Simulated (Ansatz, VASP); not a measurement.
**Ti6C5 (TiC(111), Ti ends): VASP beside Ansatz**

Aim: how closely do two programs agree when they are given the same cell, functional and k mesh?

Program: Ansatz 0.2.0. Level of theory: plane waves, with VASP 6.6.1 beside it; single point at PBEsol. Results are calculated unless marked as measured.

## 1. The structure

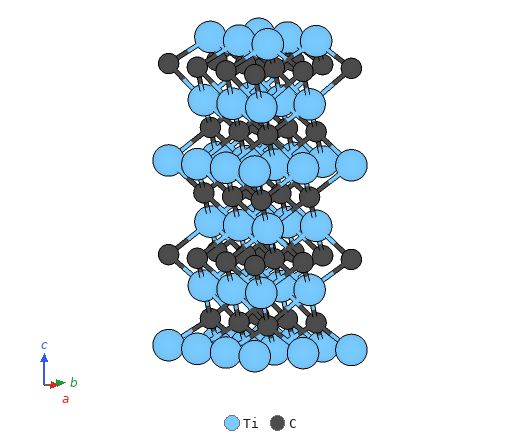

Start, viewed from the side, with the c axis up; titanium blue, carbon dark grey. 3×2×1 cells are drawn. Bonds to atoms that aren't drawn are left out. Some periodic images of atoms are drawn too.

The cell holds 11 atoms: 6 Ti and 5 C. Cell: a = 3.048 Å, b = 3.048 Å, c = 28.442 Å, α = 90.0°, β = 90.0°, γ = 120.0°. It derives from TiC. Vacuum lies along c.

As a file:

```xyz
11
Lattice="3.0476 0.0000 0.0000 -1.5238 2.6393 0.0000 0.0000 0.0000 28.4419" Properties=species:S:1:pos:R:3
Ti    0.0000    0.0000    8.1972
Ti    1.5238    0.8798   10.5863
Ti    0.0000    1.7596   13.0063
Ti    0.0000    0.0000   15.4356
Ti    1.5238    0.8798   17.8556
Ti    0.0000    1.7596   20.2447
C     0.0000    1.7596    9.2064
C     0.0000    0.0000   11.7458
C     1.5238    0.8798   14.2209
C     0.0000    1.7596   16.6961
C     0.0000    0.0000   19.2355
```

## 2. VASP: single point, PBEsol

A single point gives forces, pressure and levels at one fixed geometry, so differences don't come from the geometry; what else differs is listed under the comparison.

Lines of VASP's logs that name or quote its potential files are left out, and so is its time.

INCAR

```
SYSTEM = Ti6C5
PREC = Normal
ENCUT = 400
EDIFF = 1E-06
NELM = 120
ISMEAR = 1
SIGMA = 0.1
LREAL = Auto
ALGO = Fast
GGA = PS
NBANDS = 57
LASPH = .TRUE.
LORBIT = 11
LWAVE = .FALSE.
LCHARG = .FALSE.
KPAR = 2
IDIPOL = 3
LDIPOL = .TRUE.
DIPOL = 0.5 0.5 0.5
LVHAR = .TRUE.
LVACPOTAV = .TRUE.
NEDOS = 1500
```

POSCAR

```
Ti6C5
1.0
    3.0476302270      0.0000000000      0.0000000000
   -1.5238151130      2.6393251980      0.0000000000
    0.0000000000      0.0000000000     28.4418983010
Ti C
6 5
Direct
    0.0000000000      0.0000000000      0.2882071133
    0.6666666670      0.3333333330      0.3722086045
    0.3333333330      0.6666666670      0.4572923758
    0.0000000000      0.0000000000      0.5427076242
    0.6666666670      0.3333333330      0.6277913955
    0.3333333330      0.6666666670      0.7117928867
    0.3333333330      0.6666666670      0.3236923683
    0.0000000000      0.0000000000      0.4129740753
    0.6666666670      0.3333333330      0.5000000000
    0.3333333330      0.6666666670      0.5870259247
    0.0000000000      0.0000000000      0.6763076317
```

KPOINTS

```
Automatic mesh
0
Gamma
12 12 1
0 0 0
```

PAW data sets: Ti_sv and C (PBE family, release 64).

Started as:

```bash
mpirun -np 2 vasp_std
```

Numbers of over 12 decimals in the logs are rounded to 6 here.

The log of the run:

```text
[banner, memory and clock lines left out]
running    2 mpi-ranks, on    1 nodes
 distrk:  each k-point on    1 cores,    2 groups
 distr:  one band on    1 cores,    1 groups

 POSCAR found type information on POSCAR TiC
 POSCAR found :  2 types and      11 ions
|                                                                             |
|               ----> ADVICE to this user running VASP <----                  |
|                                                                             |
|     You enforced a specific xc type in the INCAR file but a different       |
|     [... a line on the potential file left out ...]
|     I HOPE YOU KNOW WHAT YOU ARE DOING!                                     |
|                                                                             |

 LDA part: xc-table for (Slater+PW92), standard interpolation
 POSCAR, INCAR and KPOINTS ok, starting setup
 FFT: planning ... GRIDC
 FFT: planning ... GRID_SOFT
 FFT: planning ... GRID
 WAVECAR not read
 entering main loop
       N       E                     dE             d eps       ncg     rms          rms(c)
DAV:   1     0.118598667377E+04    0.11860E+04   -0.42854E+04  2342   0.150E+03
DAV:   2     0.623512661149E+02   -0.11236E+04   -0.10912E+04  2304   0.512E+02
DAV:   3    -0.115623645171E+03   -0.17797E+03   -0.17507E+03  3299   0.185E+02
DAV:   4    -0.138054739563E+03   -0.22431E+02   -0.22339E+02  3348   0.587E+01
DAV:   5    -0.140315193632E+03   -0.22605E+01   -0.22593E+01  3388   0.165E+01    0.453E+01
RMM:   6    -0.140657829219E+03   -0.34264E+00   -0.29688E+02  3444   0.655E+01    0.256E+01
RMM:   7    -0.151941478489E+03   -0.11284E+02   -0.13140E+02  3392   0.401E+01    0.311E+01
RMM:   8    -0.106087814877E+03    0.45854E+02   -0.18951E+01  3087   0.214E+01    0.128E+01
RMM:   9    -0.105943031206E+03    0.14478E+00   -0.94409E+00  3519   0.877E+00    0.820E+00
RMM:  10    -0.106038443699E+03   -0.95412E-01   -0.48324E+00  3416   0.943E+00    0.586E+00
RMM:  11    -0.105572838555E+03    0.46561E+00   -0.26104E+00  3407   0.653E+00    0.198E+00
RMM:  12    -0.105624654220E+03   -0.51816E-01   -0.13367E+00  3674   0.369E+00    0.146E+00
RMM:  13    -0.105631996230E+03   -0.73420E-02   -0.35087E-01  3820   0.215E+00    0.737E-01
RMM:  14    -0.105640749821E+03   -0.87536E-02   -0.17121E-01  4051   0.126E+00    0.462E-01
[...]
RMM:  18    -0.105653996191E+03   -0.17183E-02   -0.17244E-02  4126   0.348E-01    0.584E-02
RMM:  19    -0.105654835976E+03   -0.83979E-03   -0.92509E-03  4068   0.269E-01    0.315E-02
RMM:  20    -0.105655549077E+03   -0.71310E-03   -0.73178E-03  4084   0.223E-01    0.162E-02
RMM:  21    -0.105655970370E+03   -0.42129E-03   -0.45264E-03  4043   0.177E-01    0.951E-03
RMM:  22    -0.105656281058E+03   -0.31069E-03   -0.33033E-03  3943   0.148E-01    0.617E-03
RMM:  23    -0.105656493331E+03   -0.21227E-03   -0.22955E-03  3736   0.123E-01    0.608E-03
RMM:  24    -0.105656645023E+03   -0.15169E-03   -0.16937E-03  3550   0.104E-01    0.941E-03
RMM:  25    -0.105656752525E+03   -0.10750E-03   -0.12424E-03  3639   0.901E-02    0.201E-02
WARNING in EDDRMM: call to ZHEGV failed, returncode =   6  3     26
RMM:  26    -0.105656839250E+03   -0.86725E-04   -0.90463E-04  3546   0.778E-02    0.157E-02
WARNING in EDDRMM: call to ZHEGV failed, returncode =   8  4     21
RMM:  27    -0.105656903478E+03   -0.64228E-04   -0.65899E-04  3521   0.676E-02    0.116E-02
RMM:  28    -0.105656959611E+03   -0.56133E-04   -0.50404E-04  3748   0.615E-02    0.571E-03
RMM:  29    -0.105656994556E+03   -0.34946E-04   -0.36996E-04  3143   0.508E-02    0.527E-03
RMM:  30    -0.105657023943E+03   -0.29386E-04   -0.27361E-04  3226   0.452E-02    0.637E-03
RMM:  31    -0.105657049052E+03   -0.25109E-04   -0.20996E-04  3199   0.408E-02    0.114E-02
RMM:  32    -0.105657065230E+03   -0.16178E-04   -0.15770E-04  2962   0.348E-02    0.126E-02
WARNING in EDDRMM: call to ZHEGV failed, returncode =   6  3     16
RMM:  33    -0.105657077553E+03   -0.12323E-04   -0.12350E-04  2973   0.306E-02    0.137E-02
WARNING in EDDRMM: call to ZHEGV failed, returncode =   8  4     20
WARNING in EDDRMM: call to ZHEGV failed, returncode =   8  4     12
WARNING in EDDRMM: call to ZHEGV failed, returncode =   6  3      9
RMM:  34    -0.105657084617E+03   -0.70638E-05   -0.92971E-05  2896   0.269E-02    0.118E-02
WARNING in EDDRMM: call to ZHEGV failed, returncode =   8  4     29
RMM:  35    -0.105657090056E+03   -0.54388E-05   -0.77111E-05  2824   0.237E-02    0.953E-03
WARNING in EDDRMM: call to ZHEGV failed, returncode =   8  4     30
RMM:  36    -0.105657094523E+03   -0.44669E-05   -0.56180E-05  2649   0.207E-02    0.906E-03
RMM:  37    -0.105657097886E+03   -0.33638E-05   -0.46496E-05  2619   0.188E-02    0.812E-03
RMM:  38    -0.105657100578E+03   -0.26921E-05   -0.35050E-05  2522   0.169E-02    0.781E-03
RMM:  39    -0.105657102783E+03   -0.22049E-05   -0.28554E-05  2418   0.154E-02    0.753E-03
RMM:  40    -0.105657104102E+03   -0.13186E-05   -0.22402E-05  2573   0.143E-02    0.666E-03
RMM:  41    -0.105657105154E+03   -0.10519E-05   -0.17951E-05  2492   0.131E-02    0.618E-03
RMM:  42    -0.105657106480E+03   -0.13257E-05   -0.15110E-05  2535   0.121E-02    0.634E-03
RMM:  43    -0.105657106995E+03   -0.51552E-06   -0.11348E-05  2290   0.109E-02    0.588E-03
RMM:  44    -0.105657107600E+03   -0.60503E-06   -0.91264E-06  2169   0.100E-02
|                                                                             |
|           W    W    AA    RRRRR   N    N  II  N    N   GGGG   !!!           |
|           W    W   A  A   R    R  NN   N  II  NN   N  G    G  !!!           |
|           W    W  A    A  R    R  N N  N  II  N N  N  G       !!!           |
|           W WW W  AAAAAA  RRRRR   N  N N  II  N  N N  G  GGG   !            |
|           WW  WW  A    A  R   R   N   NN  II  N   NN  G    G                |
|           W    W  A    A  R    R  N    N  II  N    N   GGGG   !!!           |
|                                                                             |
|     Did not find any points to average over, which means that no vacuum     |
|     field-free region was found. Please increase the size of  your cell     |
|     in the dimension of the dipole correction to obtain accurate            |
|     workfunction values.                                                    |
|                                                                             |

   1 F= -.10565711E+03 E0= -.10565782E+03  d E =0.214234E-02
```

From OUTCAR (step 2):

```text
ion  position               nearest neighbor table
   1  0.000  0.000  0.288-   7 2.03   7 2.03   7 2.03
   2  0.667  0.333  0.372-   8 2.11   8 2.11   8 2.11   7 2.24   7 2.24   7 2.24
   3  0.333  0.667  0.457-   9 2.14   9 2.14   9 2.14   8 2.16   8 2.16   8 2.16
   4  0.000  0.000  0.543-   9 2.14   9 2.14   9 2.14  10 2.16  10 2.16  10 2.16
   5  0.667  0.333  0.628-  10 2.11  10 2.11  10 2.11  11 2.24  11 2.24  11 2.24
   6  0.333  0.667  0.712-  11 2.03  11 2.03  11 2.03
   7  0.333  0.667  0.324-   1 2.03   1 2.03   1 2.03   2 2.24   2 2.24   2 2.24
   8  0.000  0.000  0.413-   2 2.11   2 2.11   2 2.11   3 2.16   3 2.16   3 2.16
   9  0.667  0.333  0.500-   4 2.14   3 2.14   3 2.14   4 2.14   4 2.14   3 2.14
  10  0.333  0.667  0.587-   5 2.11   5 2.11   5 2.11   4 2.16   4 2.16   4 2.16
  11  0.000  0.000  0.676-   6 2.03   6 2.03   6 2.03   5 2.24   5 2.24   5 2.24

  LATTYP: Found a hexagonal cell.
 ALAT       =     3.0476302270
 C/A-ratio  =     9.3324636464

 Subroutine GETGRP returns: Found 12 space group operations
 (whereof  6 operations were pure point group operations)

The static configuration has the point symmetry C_3v.
 The point group associated with its full space group is D_3d.

 Found     19 irreducible k-points:

   k-points           NKPTS =     19   k-points in BZ     NKDIM =     19   number of bands    NBANDS=     57

   dimension x,y,z NGX =    16 NGY =   16 NGZ =  140
   dimension x,y,z NGXF=    32 NGYF=   32 NGZF=  280

   ENCUT  =  400.0 eV  29.40 Ry    5.42 a.u.   4.97  4.97 46.38*2*pi/ulx,y,z

   NELECT =      92.0000    total number of electrons

 k-points in reciprocal lattice and weights: Automatic mesh
   0.00000000  0.00000000  0.00000000       0.007
   0.08333333 -0.00000000  0.00000000       0.042
   0.16666667 -0.00000000  0.00000000       0.042
   0.25000000  0.00000000  0.00000000       0.042
   0.33333333 -0.00000000  0.00000000       0.042
   0.41666667 -0.00000000  0.00000000       0.042
   0.50000000  0.00000000  0.00000000       0.021
   0.08333333  0.08333333  0.00000000       0.042
   0.16666667  0.08333333  0.00000000       0.083
[...]
0.33333333  0.25000000  0.00000000       0.083
   0.33333333  0.33333333  0.00000000       0.014

 dipolmoment           0.000000      0.000000      0.000018 electrons x Angstroem

 average (electrostatic) potential at core
       1 -77.8557       2 -77.6360       3 -77.5163       4 -77.5163       5 -77.6358
       6 -77.8554       7 -51.5092       8 -51.2981       9 -51.2668      10 -51.2978
      11 -51.5090

 E-fermi :   2.6546

 k-point     1 :       0.0000    0.0000    0.0000
  band No.  band energies     occupation
    ...
     42       1.7933      2.00000
     43       2.2747      2.00000
     44       2.3274      2.00004
     45       2.3274      2.00004
     46       2.4015      2.00201
     47       3.2244     -0.00000
     48       3.2244     -0.00000
     49       3.3426     -0.00000
     50       3.6376     -0.00000
     51       3.6376     -0.00000
    ...

 k-point     2 :       0.0833   -0.0000    0.0000
  band No.  band energies     occupation
    ...
     42       1.7403      2.00000
     43       1.8402      2.00000
     44       2.1644      2.00000
     45       2.3403      2.00008
     46       2.4405      2.00986
     47       3.0343     -0.00000
     48       3.3391     -0.00000
     49       3.4383     -0.00000
     50       3.5258     -0.00000
     51       3.6017     -0.00000
    ...

 k-point     3 :       0.1667   -0.0000    0.0000
  band No.  band energies     occupation
    ...
     43       1.4772      2.00000
     44       1.8388      2.00000
     45       2.3448      2.00011
     46       2.4326      2.00738
     47       2.5926      1.85732
     48       3.2831     -0.00000
     49       3.5716     -0.00000
     50       3.6617     -0.00000
     51       3.6934     -0.00000
     52       3.7740     -0.00000
    ...

  Total       -0.0604104     -0.0604104     -1.2949753     -0.0000000      0.0000000      0.0000000
  in kB       -0.4230663     -0.4230663     -9.0689769     -0.0000000      0.0000000      0.0000000
  external PRESSURE =      -3.3050365 kB  Pullay stress =       0.0000000 kB

  energy-cutoff  :      400.00
  volume of cell :      228.78
      direct lattice vectors                 reciprocal lattice vectors
     3.047630227  0.000000000  0.000000000     0.328123796  0.189442362  0.000000000
    -1.523815113  2.639325198  0.000000000     0.000000000  0.378884724  0.000000000
     0.000000000  0.000000000 28.441898301     0.000000000  0.000000000  0.035159397

 POSITION                                       TOTAL-FORCE (eV/Angst)
 -----------------------------------------------------------------------------------
      0.00000      0.00000      8.19716         0.000000     -0.000000      0.002258
      1.52382      0.87978     10.58632        -0.000000     -0.000000      0.014407
     -0.00000      1.75955     13.00626        -0.000000     -0.000000     -0.019399
      0.00000      0.00000     15.43564        -0.000000      0.000000      0.019399
      1.52382      0.87978     17.85558         0.000000     -0.000000     -0.014407
     -0.00000      1.75955     20.24474        -0.000000     -0.000000     -0.002258
     -0.00000      1.75955      9.20643         0.000000      0.000000     -0.011154
      0.00000      0.00000     11.74577         0.000000     -0.000000      0.007738
      1.52382      0.87978     14.22095         0.000000     -0.000000     -0.000000
     -0.00000      1.75955     16.69613        -0.000000     -0.000000     -0.007738
      0.00000      0.00000     19.23547        -0.000000     -0.000000      0.011154
 -----------------------------------------------------------------------------------
    total drift:                                0.000001      0.000000      0.002648

  FREE ENERGIE OF THE ION-ELECTRON SYSTEM (eV)
  ---------------------------------------------------
  free  energy   TOTEN  =      -105.6571076001 eV

  energy  without entropy=     -105.6592499354  energy(sigma->0) =     -105.65782171

 vacuum level on the upper side and lower side of the slab         7.362         7.362

 total charge
# of ion       s       p       d       tot
------------------------------------------
    1        2.224   6.179   2.028  10.431
    2        2.201   6.255   1.995  10.451
    3        2.204   6.263   1.999  10.466
    4        2.204   6.263   1.999  10.466
    5        2.201   6.255   1.995  10.451
    6        2.224   6.179   2.028  10.431
    7        0.898   1.535   0.000   2.433
    8        0.895   1.522   0.000   2.417
    9        0.896   1.517   0.000   2.413
   10        0.895   1.522   0.000   2.417
   11        0.898   1.535   0.000   2.433
--------------------------------------------------
tot         17.740  45.025  12.043  74.809

[... 3 further parts left out ...]
```

[end of part 1 of 2]

[Lines on the potential files, build, host, timing and source positions are cut from VASP's logs without a mark.]

[Logs are printed without paths, hosts, clocks, repeated set-up lines and the standing remarks that a program may print on its own settings, such as how far it seeks lower states.]

[Hosts, paths, dates, database ids (printed as entryN), source tags and the programs' standing remarks are cut or masked in the printed files.]
